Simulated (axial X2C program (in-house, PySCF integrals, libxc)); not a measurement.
**SnF⁺: properties at the nuclei**

Wanted for SnF⁺: properties at the nuclei, at the two-component level.

Method: two-component X2C with atomic mean-field terms, Sn dyall-acv3z, F dyall-av3z; program: an in-house X2C program for linear molecules on PySCF integrals.

All values are calculated.

### 1 Input

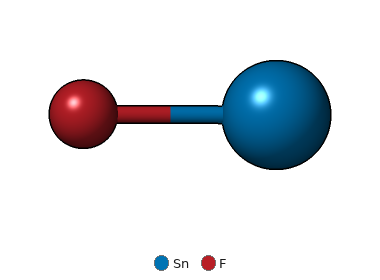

The two atoms at 2.040 Å (tin blue, fluorine red).

Input file task.json:

```json
{"zs": [50, 9], "q": 1, "bas": ["dyall-acv3z", "dyall-av3z"], "r0": 2.04, "levels": ["PBE0", "HF", "B3LYP"], "nst": 1, "ff": 1, "thr": -3.5, "nmax": 130, "opt": {"ecut": 60}}
```

Keys: zs atomic numbers; q charge; bas basis sets; r0 starting distance in Å; levels methods (HF also brings MP2); nst determinants followed; ff finite-field run; thr threshold in hartree for freezing inner shells (an s shell follows its p shell); nmax most natural virtual spinors; ecut virtual cutoff in hartree.

On the command line:

```sh
$ python soeom.py task.json out
```

Nuclei are Gaussian, cores are contracted, and the Gaunt term is on.

### 2 Expectation values, lowest determinant

R = 1.878 Å. State: Ω = 0 (closed shell).

Output of the PBE0 run:

```text
two-component X2C + atomic mean field  PBE0
basis functions 199  fitting functions 1002  grid points 5079
iter        total energy     max residual
   1      -6273.297113701     8.67e-06
   2      -6273.297113703     8.54e-06
converged
one-electron -8860.15011754  Coulomb 2640.04006963  exact exchange -43.43149856  xc functional -133.02914150  nuclear repulsion 126.79965118  atomic mean-field constant -3.52607691
```

The highest occupied spinor is 40% F p, 37% Sn s, 19% Sn p.

```
level  qzz Sn (a.u.)  qzz F (a.u.)
 PBE0          -6.29          0.76
   HF          -6.72          0.83
B3LYP          -6.15          0.70
```

qzz is the electric field gradient, eQq0 = 234.96 MHz × Q/barn × qzz. The operators were transformed with the bare-nucleus X2C matrices.

### 3 Finite-field coupled cluster

Output:

```text
two-component X2C + atomic mean field  HF
basis functions 199  fitting functions 1002  grid points 5079
iter        total energy     max residual
   1      -6270.562467887     2.01e-01
   2      -6270.591362054     7.01e-03
   3      -6270.592407176     3.82e-03
   4      -6270.592714776     1.53e-03
   5      -6270.592762195     3.10e-04
   6      -6270.592766477     1.20e-04
   7      -6270.592766935     4.06e-05
   8      -6270.592767035     1.91e-05
   9      -6270.592767046     3.23e-06
  10      -6270.592767047     6.06e-07
converged
one-electron -8859.33260593  Coulomb 2639.32411146  exact exchange -173.85784684  xc functional 0.00000000  nuclear repulsion 126.79965118  atomic mean-field constant -3.52607691
correlated 20  virtual 306  natural virtual 130  E(MP2) -0.792637404  MP2 remainder -0.032085172
iter   CCSD correlation   residual
   1     -0.704257149   1.50e-01
   2     -0.718828452   7.21e-02
   3     -0.722883360   2.15e-02
   4     -0.722976471   8.92e-03
   5     -0.722912272   2.72e-03
   6     -0.722940446   1.29e-03
   7     -0.722947432   3.80e-04
   8     -0.722942454   1.25e-04
   9     -0.722947940   4.71e-05
  10     -0.722946107   1.77e-05
  11     -0.722946442   5.90e-06
  12     -0.722946326   2.36e-06
  13     -0.722946295   1.09e-06
  14     -0.722946285   5.61e-07
(T) -0.022678210  T1 0.0233  D1 0.0448  max T2 0.074
```

T1 in the output is the amplitude norm over the root of the electron number; divide by √2 for the Lee–Taylor value.

20 electrons correlated in 130 natural virtual spinors, MP2 remainder added; T1 = 0.016.

```
  level  qzz Sn (a.u.)  qzz F (a.u.)
     HF          -6.72          0.83
    MP2          -6.05          0.65
   CCSD          -6.21          0.73
CCSD(T)          -6.07          0.69
```

### 4 What came out

```
              quantity                 value
    lowest determinant  Ω = 0 (closed shell)
   qzz Sn (a.u.), PBE0                 -6.29
    qzz F (a.u.), PBE0                  0.76
qzz Sn (a.u.), CCSD(T)                 -6.07
 qzz F (a.u.), CCSD(T)                  0.69
```

What this shows: The expectation values come from single determinants, which for open shells can mix terms of unlike spin or miss the lowest Ω, so a determinant need not be a state. qzz is the electric field gradient, eQq0 = 234.96 MHz × Q/barn × qzz. The operators were transformed with the bare-nucleus X2C matrices. Correlation of the inner shells is missing, which matters for properties at the nucleus.
